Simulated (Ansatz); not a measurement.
The parent structure is Si in the diamond structure (space group Fd-3m, No. 227; a = 5.4338 Å).

Now apply this change: an isotropic linear strain of −2.00 %, atoms relaxed at fixed cell.

Method: PBEsol, PAW, 420 eV (Ansatz, a program for electronic structure; without spin-orbit coupling).

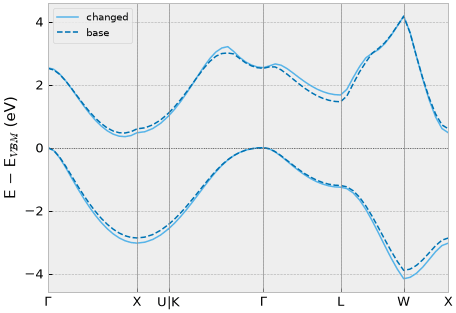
Figure: Highest valence and lowest conduction band along the path, each from its own valence-band maximum

**Question.** From the figure, how large is the changed gap, and is it direct?

**Answer.** About 0.4 eV, indirect, Γ → Γ–X (87 % along).

Whether these cells are dynamically stable was not tested.
